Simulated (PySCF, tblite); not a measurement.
# CH3O4P (triplet), a small gas-phase stand-in for a defect centre: EPR parameters

What EPR parameters should one expect for `[CH]OP(=O)(O)O`? It is drawn as: twofold C.

Computed with tblite 0.8.0 and PySCF 2.14.0; each step states its level. No surroundings beyond the atoms listed, unless a continuum is named. Atoms count from 0, parts from 1.

### 1 The system as given

9 atoms, charge 0, multiplicity 3; geometry: distance geometry start.

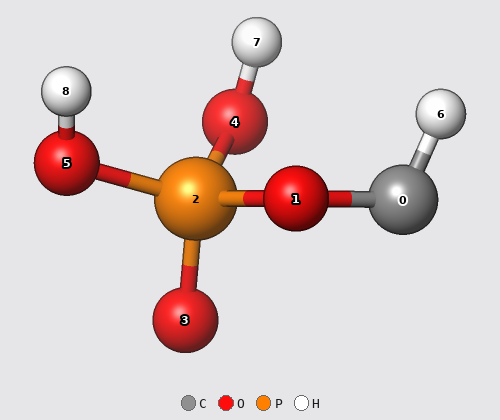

The starting geometry (carbon grey, oxygen red, phosphorus orange, hydrogen white), atoms numbered.

### 2 Relaxing the cluster with GFN2-xTB

Job settings and geometry (Å):

```
{"job": {"kind": "relax", "xc": "GFN2-xTB", "basis": "xTB"}, "charge": 0, "multiplicity": 3}
C     -1.907790    -0.750504     0.146730
O     -0.668142    -1.098160    -0.419467
P      0.549840    -0.195002     0.371226
O      0.827310    -0.926556     1.662462
O      0.045189     1.369984     0.770782
O      2.011323    -0.221580    -0.488164
H     -2.453134    -0.066504    -0.537169
H     -0.311123     1.874575    -0.023295
H      1.918187     0.026648    -1.450767
```

Level: GFN2-xTB geometry optimisation, gas phase.

Started as:

```bash
$ OMP_NUM_THREADS=1 python cluster_run.py task.json out
```

This one command runs all jobs of the session in turn.

The program printed:

```text
step      E/eV     max force
  0    -608.27212    5.129
  1    -608.87099    4.219
  2    -609.13859    1.937
  3    -609.26979    1.502
  4    -609.36155    1.301
  5    -609.40821    0.613
  6    -609.43535    0.436
  7    -609.46355    0.819
  8    -609.49592    0.890
  9    -609.52423    0.594
 10    -609.54688    0.463
 11    -609.55996    0.324
 12    -609.56754    0.306
 13    -609.57327    0.236
 14    -609.57782    0.274
 15    -609.58279    0.226
 16    -609.58665    0.231
 17    -609.58860    0.133
 18    -609.58965    0.094
 19    -609.59061    0.112
 20    -609.59175    0.164
 21    -609.59308    0.153
 22    -609.59457    0.174
 23    -609.59631    0.174
 24    -609.59857    0.182
 25    -609.60130    0.195
 26    -609.60329    0.126
 27    -609.60459    0.104
 28    -609.60589    0.117
 29    -609.60829    0.217
 30    -609.61189    0.258
 31    -609.61553    0.249
 32    -609.61927    0.300
 33    -609.62401    0.223
 34    -609.62937    0.351
 35    -609.63919    0.375
 36    -609.64691    0.208
 37    -609.64194    0.680
 38    -609.65249    0.181
 39    -609.65477    0.142
 40    -609.65147    0.629
 41    -609.65936    0.210
 42    -609.66120    0.127
 43    -609.66464    0.194
 44    -609.66723    0.412
 45    -609.67190    0.243
 46    -609.67970    0.228
 47    -609.68238    0.447
 48    -609.68654    0.394
 49    -609.69063    0.227
 50    -609.69289    0.244
 51    -609.69681    0.359
 52    -609.71077    0.415
 53    -609.72328    0.348
 54    -609.68676    2.102
 55    -609.74461    0.687
 56    -609.75966    0.373
 57    -609.76839    1.277
 58    -609.78255    0.338
 59    -609.79020    0.184
 60    -609.79972    0.338
 61    -609.80419    0.223
 62    -609.81169    0.162
 63    -609.81790    0.207
 64    -609.82290    0.259
 65    -609.82416    0.421
 66    -609.82924    0.171
 67    -609.83129    0.184
 68    -609.83285    0.160
 69    -609.83355    0.143
 70    -609.83443    0.084
 71    -609.83595    0.095
 72    -609.83687    0.089
 73    -609.83750    0.050
 74    -609.83795    0.083
 75    -609.83818    0.045
 76    -609.83835    0.038
 77    -609.83860    0.054
 78    -609.83891    0.071
 79    -609.83940    0.088
 80    -609.84031    0.104
 81    -609.84132    0.117
 82    -609.84216    0.097
 83    -609.84275    0.094
 84    -609.84319    0.067
 85    -609.84367    0.059
 86    -609.84454    0.129
 87    -609.84539    0.119
 88    -609.84633    0.110
 89    -609.84723    0.082
 90    -609.84784    0.168
 91    -609.84858    0.134
 92    -609.84900    0.123
 93    -609.84963    0.065
 94    -609.84989    0.037
 95    -609.85017    0.073
 96    -609.85041    0.055
 97    -609.85083    0.071
 98    -609.85138    0.065
 99    -609.85215    0.105
100    -609.85250    0.085
101    -609.85383    0.137
102    -609.85484    0.116
103    -609.85554    0.075
104    -609.85573    0.083
105    -609.85589    0.071
106    -609.85616    0.062
107    -609.85646    0.055
108    -609.85693    0.065
109    -609.85736    0.067
110    -609.85774    0.056
111    -609.85787    0.062
112    -609.85796    0.039
113    -609.85799    0.012
114    -609.85799    0.004
```

It took 0.5 s on 1 thread of Arm Neoverse V1, shared host.

Along the way:

```tsv
step	energy from step 0 (eV)	largest force (eV/Å)
0	0.0000	5.1294
4	-1.0894	1.3011
8	-1.2238	0.8898
12	-1.2954	0.3063
16	-1.3145	0.2310
20	-1.3196	0.1634
24	-1.3265	0.1823
28	-1.3338	0.1169
32	-1.3472	0.3004
36	-1.3748	0.2080
40	-1.3794	0.6292
44	-1.3951	0.4121
48	-1.4144	0.3941
52	-1.4387	0.4144
56	-1.4875	0.3736
60	-1.5276	0.3378
64	-1.5508	0.2597
68	-1.5607	0.1600
72	-1.5648	0.0900
76	-1.5662	0.0375
80	-1.5682	0.1046
84	-1.5711	0.0670
88	-1.5742	0.1101
92	-1.5769	0.1236
96	-1.5783	0.0554
100	-1.5804	0.0855
104	-1.5836	0.0830
108	-1.5848	0.0644
112	-1.5858	0.0391
114	-1.5859	0.0035
```

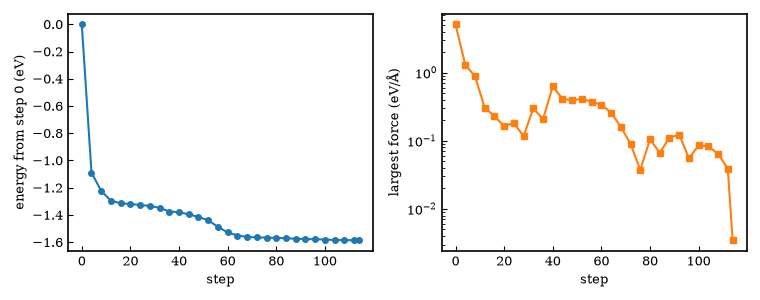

Energy and largest force along the relaxation.

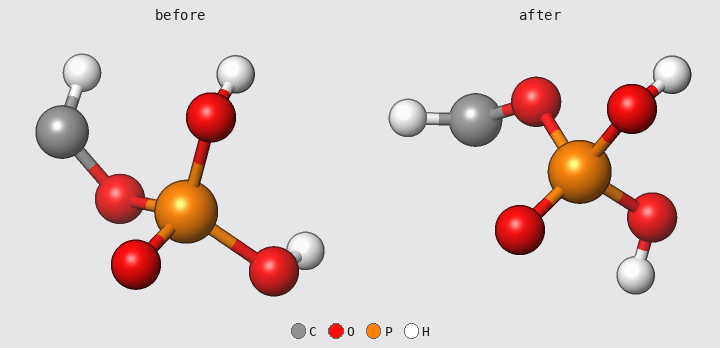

The geometry before (left) and after (right).

Close pairs (by a distance rule), those that changed most:

```tsv
bond	before (Å)	after (Å)	change (Å)
P2–O4	1.692	1.570	-0.123
P2–O5	1.696	1.601	-0.094
C0–O1	1.406	1.319	-0.087
P2–O3	1.510	1.453	-0.057
O1–P2	1.710	1.653	-0.057
O4–H7	1.006	0.958	-0.048
O5–H8	0.998	0.956	-0.043
C0–H6	1.110	1.073	-0.037
```

### 3 Geometry optimisation at PBE0-D3(BJ)/def2-SVP

Job settings and geometry (Å):

```
{"job": {"xc": "PBE0", "basis": "def2-SVP", "d3": "d3bj", "grid": 2, "kind": "geom", "shake": 0.01}, "charge": 0, "multiplicity": 3}
C     -1.751110    -0.895997    -0.688594
O     -1.070180     0.176776    -0.328346
P      0.396988     0.112698     0.394933
O      0.585360    -0.875855     1.451566
O      0.578081     1.615382     0.799945
O      1.425889    -0.052587    -0.827492
H     -2.458300    -1.389660    -0.060839
H      0.541224     2.220126     0.055105
H      1.796295    -0.934030    -0.804827
```

The program printed:

```text
step   0  E = -681.24890727  max force = 0.015635
step   1  E = -681.25120784  max force = 0.005177
step   2  E = -681.25133047  max force = 0.001465
step   3  E = -681.25137592  max force = 0.000828
step   4  E = -681.25142826  max force = 0.001991
step   5  E = -681.25147241  max force = 0.002157
step   6  E = -681.25150403  max force = 0.001281
step   7  E = -681.25152777  max force = 0.000798
step   8  E = -681.25154703  max force = 0.001146
step   9  E = -681.25155731  max force = 0.001144
step  10  E = -681.25156269  max force = 0.000692
step  11  E = -681.25156490  max force = 0.000394
optimisation converged
```

Run time: 2 min. Hardware: 1 thread of Arm Neoverse V1, shared host; peak memory 0.53 GiB.

Along the way:

```tsv
step	energy from step 0 (eV)	largest force component (eV/Å)
0	0.0000	0.8040
1	-0.0626	0.2662
2	-0.0659	0.0753
3	-0.0672	0.0426
4	-0.0686	0.1024
5	-0.0698	0.1109
6	-0.0707	0.0659
7	-0.0713	0.0410
8	-0.0718	0.0589
9	-0.0721	0.0588
10	-0.0723	0.0356
11	-0.0723	0.0203
```

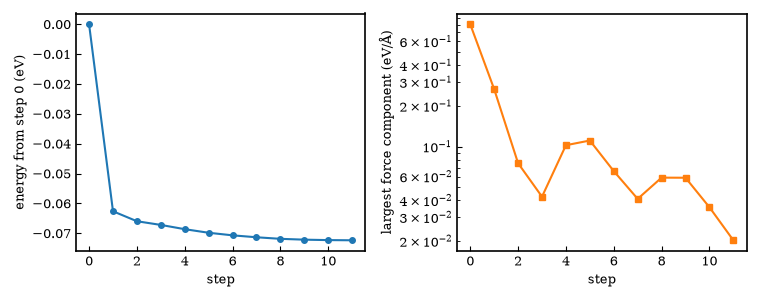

Energy and force, step by step.

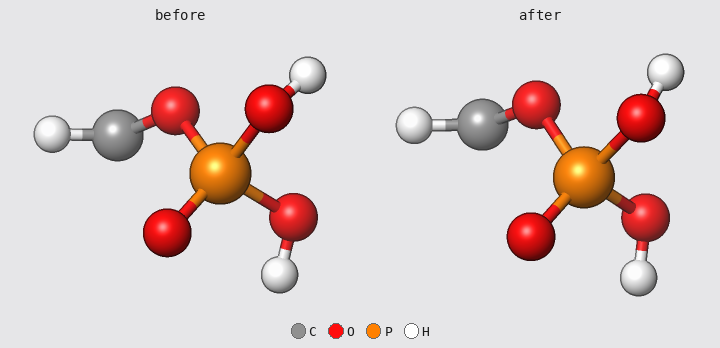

The geometry before (left) and after (right).

Distances of close pairs at the start and the end, largest changes first:

```tsv
bond	before (Å)	after (Å)	change (Å)
C0–H6	1.067	1.098	+0.031
P2–O4	1.567	1.591	+0.024
O1–P2	1.637	1.651	+0.013
C0–O1	1.321	1.332	+0.012
O5–H8	0.956	0.966	+0.010
P2–O3	1.459	1.466	+0.007
O4–H7	0.960	0.966	+0.006
P2–O5	1.606	1.607	+0.001
```

The next job starts from the end point, and lists it.

```tsv
at the end point	value
point group (found at 0.08 Å tolerance)	C1
rotational constants (GHz, main isotopes)	4.262, 2.724, 2.639
dipole moment (D)	2.36
⟨S²⟩	2.004
```

### 4 EPR parameters: B3LYP/IGLO-III+pcH-1

Job settings and geometry (Å):

```
{"job": {"kind": "epr"}, "charge": 0, "multiplicity": 3}
C     -1.820958    -0.694542    -0.648107
O     -1.106253     0.317961    -0.159074
P      0.434478     0.099290     0.390914
O      0.631323    -0.883587     1.461062
O      0.772864     1.610019     0.756209
O      1.225805    -0.198399    -0.975552
H     -2.561951    -1.258883    -0.067198
H      0.452610     2.248721     0.105904
H      1.733623    -1.016765    -0.898289
```

With the program's defaults for keys left out, this is: UKS B3LYP, IGLO-III on C O P, pcH-1 on H, non-relativistic, mean-field spin-orbit, GIAO.

The program printed:

```text
UKS, coarse grid
  cycle   1  E = -682.00067798  |g| = 9.69e-01
  cycle   2  E = -681.24265006  |g| = 1.71e+00
  cycle   3  E = -682.28314917  |g| = 2.92e-01
  cycle   4  E = -682.31195904  |g| = 9.14e-02
  cycle   5  E = -682.31459333  |g| = 1.85e-02
  cycle   6  E = -682.31473760  |g| = 9.93e-03
  cycle   7  E = -682.31477325  |g| = 3.70e-03
  cycle   8  E = -682.31477885  |g| = 1.35e-03
  cycle   9  E = -682.31477921  |g| = 4.47e-04
UKS, final grid
  cycle   1  E = -682.31477887  |g| = 6.31e-04
  cycle   2  E = -682.31477857  |g| = 1.14e-03
  cycle   3  E = -682.31477902  |g| = 1.60e-04
  cycle   4  E = -682.31477903  |g| = 2.22e-05
E = -682.31477903 Eh   <S^2> = 2.0044 (exact 2.0000)
g shifts (ppm)      1          2          3
  rmc          -178       -178       -178
  gc             32         -5         13
  oz_so        -239        508        768
  total        -385        325        604
hyperfine (MHz)  atom isotope    a_iso     a_fc   dipolar eigenvalues
    0   13C     325.05     325.20    -74.08     16.27     57.81
    1   17O     -36.58     -36.65    -19.68      0.59     19.09
    2   31P     128.21     128.44     -9.72     -8.23     17.95
    3   17O      -0.40      -0.41     -1.85      0.77      1.08
    4   17O      -0.78      -0.78     -0.79      0.19      0.61
    5   17O       0.20       0.20     -0.45      0.04      0.42
    6    1H      85.22      85.21    -24.59    -11.50     36.09
    7    1H      -0.17      -0.17     -1.83     -1.52      3.35
    8    1H       1.15       1.15     -1.70     -1.64      3.34
zero-field splitting (cm-1)  D = 0.7547  E = 0.0736  (spin-spin 0.6451, spin-orbit 0.1173)
```

Run time: 96 s. Hardware: 1 thread of Arm Neoverse V1, shared host; peak memory 0.87 GiB.

Principal g values 2.00193, 2.00264, 2.00292; g(iso) = 2.00250, against 2.00232 for a free electron.

Hyperfine couplings, nucleus by nucleus at this fixed geometry (no averaging over rotations):

```tsv
nuclei	isotope	a(iso) (MHz)	a(iso) (G, at g = 2.0023)	largest dipolar term (MHz)
C0	13C	325.0	116.0	-74.1
P2	31P	128.2	45.7	18.0
H6	1H	85.2	30.4	36.1
O1	17O	-36.6	-13.1	-19.7
H8	1H	1.2	0.4	3.3
O4	17O	-0.8	-0.3	-0.8
O3	17O	-0.4	-0.1	-1.8
O5	17O	0.2	0.1	-0.5
H7	1H	-0.2	-0.1	3.4
```

Zero-field splitting: D = 0.755 cm⁻¹ (spin-spin 0.645, spin-orbit 0.117), E = 0.074 cm⁻¹.

Mulliken spin populations:

```tsv
atom	value (e)
C0	1.84
O1	0.08
P2	0.03
O3	0.01
O4	0.00
O5	0.00
H6	0.04
H7	0.00
H8	0.00
```

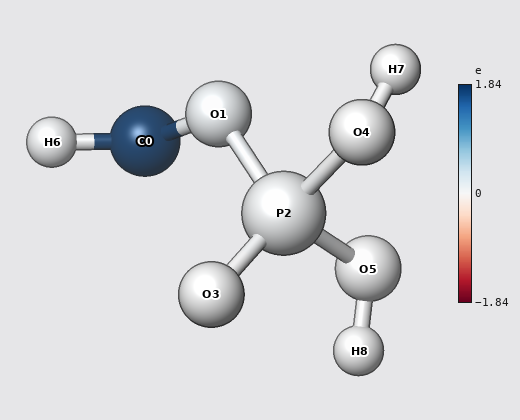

Mulliken spin populations, as colours on the atoms.

Orbitals, density, ELF and potential are computed afterwards from the orbital file.

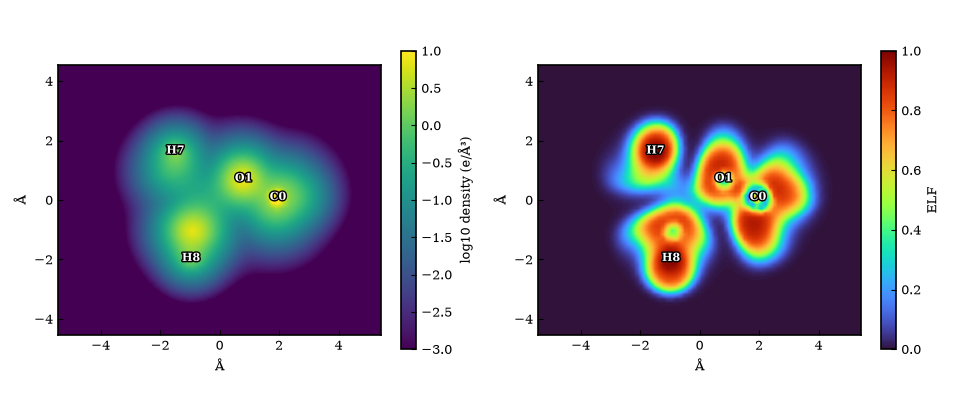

Density (left) and ELF (right) in a plane through or near 4 of the atoms.

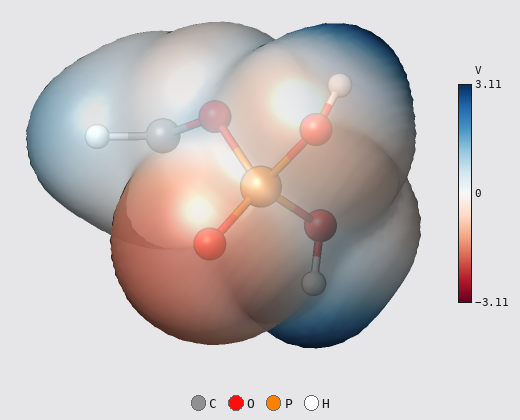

Electrostatic potential on the surface of density 0.002 e/bohr³; red is low, blue high. It runs from -1.70 V near O3 to 3.11 V near H7.

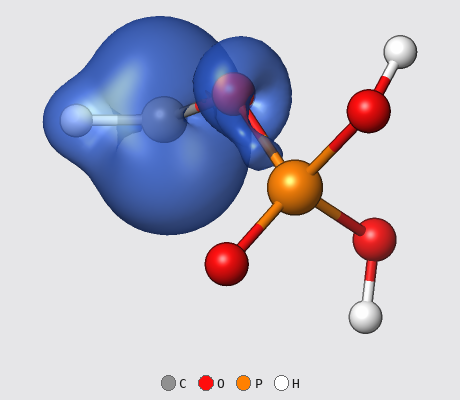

Spin density at ±0.05 e/Å³ (alpha excess blue, beta excess red).

### 5 g tensor and hyperfine couplings: BHandHLYP/IGLO-III+pcH-1

Same as in step 4 but for these lines:

```diff
@@ -1,2 +1,2 @@
-{"job": {"kind": "epr"}, "charge": 0, "multiplicity": 3}
+{"job": {"kind": "epr", "xc": "BHandHLYP"}, "charge": 0, "multiplicity": 3}
 C     -1.820958    -0.694542    -0.648107
```

With the program's defaults for keys left out, this is: UKS BHandHLYP, IGLO-III on C O P, pcH-1 on H, non-relativistic, mean-field spin-orbit, GIAO.

The program printed:

```text
UKS, coarse grid
  cycle   1  E = -681.88271742  |g| = 8.19e-01
  cycle   2  E = -681.77418803  |g| = 1.01e+00
  cycle   3  E = -682.11834515  |g| = 1.29e-01
  cycle   4  E = -682.12370412  |g| = 5.58e-02
  cycle   5  E = -682.12501942  |g| = 8.43e-03
  cycle   6  E = -682.12512282  |g| = 4.48e-03
  cycle   7  E = -682.12514156  |g| = 2.85e-03
  cycle   8  E = -682.12514669  |g| = 7.08e-04
UKS, final grid
  cycle   1  E = -682.12514529  |g| = 5.59e-04
  cycle   2  E = -682.12514534  |g| = 6.57e-04
  cycle   3  E = -682.12514549  |g| = 1.08e-04
  cycle   4  E = -682.12514551  |g| = 6.03e-05
  cycle   5  E = -682.12514551  |g| = 9.07e-06
E = -682.12514551 Eh   <S^2> = 2.0060 (exact 2.0000)
g shifts (ppm)      1          2          3
  rmc          -177       -177       -177
  gc             33         -4         14
  oz_so        -192        505        727
  total        -336        324        564
hyperfine (MHz)  atom isotope    a_iso     a_fc   dipolar eigenvalues
    0   13C     357.06     357.21    -75.52     16.93     58.59
    1   17O     -39.14     -39.20    -18.78      0.44     18.34
    2   31P     110.41     110.61     -8.98     -7.81     16.79
    3   17O      -0.31      -0.31     -1.43      0.55      0.88
    4   17O      -0.65      -0.65     -0.70      0.18      0.52
    5   17O       0.66       0.66     -0.35     -0.04      0.38
    6    1H      80.48      80.47    -25.21    -11.68     36.89
    7    1H      -0.21      -0.21     -1.75     -1.54      3.29
    8    1H       0.87       0.87     -1.70     -1.67      3.36
zero-field splitting (cm-1)  D = 0.8200  E = 0.0820  (spin-spin 0.6786, spin-orbit 0.1507)
```

Run time: 1.7 min. Hardware: 1 thread of Arm Neoverse V1, shared host; peak memory 0.88 GiB.

In short: g(iso) 2.00250.

### 6 Side by side: EPR parameters

g, ⟨S²⟩ and isotropic hyperfine couplings (MHz), with basis size and wall time:

```tsv
run	g(iso)	⟨S²⟩	13C C0	31P P2	1H H6	17O O1	1H H8	functions	time
B3LYP/IGLO-III+pcH-1	2.00250	2.004	325.0	128.2	85.2	-36.6	1.2	249	96 s
BHandHLYP/IGLO-III+pcH-1	2.00250	2.006	357.1	110.4	80.5	-39.1	0.9	249	1.7 min
```

### 7 What came out

| quantity | value |
| --- | --- |
| point group | C1 |
| rotational constants (main isotopes) | 4.26, 2.72, 2.64 GHz |
| D, E (B3LYP) | 0.755, 0.074 cm⁻¹ |
| g(iso) (B3LYP) | 2.00250 |
| ⟨S²⟩ | 2.004 (exact 2.00) |
| largest a(iso) | 13C on C0, 325.0 MHz |
| potential on the surface of density 0.002 e/bohr³, 1st and 99th percentile | -1.70 V and 3.11 V |

In words: The start of the PBE0/def2-SVP relaxation was shaken at random by about 0.01 Å, so part of the energy gained, and of the first lengths quoted, undoes that. The optimisation took 11 steps and gained 0.072 eV; among the close pairs (by a distance rule), C0–H6 changed most, from 1.067 to 1.098 Å (PBE0/def2-SVP). No frequency check was run at this level, so the end point may be a saddle. C0 carries the largest spin population, 1.84 e. The isotropic g lies 0.2 ppt above the free-electron value. The coupling of 13C on C0 runs from 325.0 (B3LYP/IGLO-III+pcH-1) to 357.1 MHz (BHandHLYP/IGLO-III+pcH-1). The triplet was assumed; the singlet may lie lower.
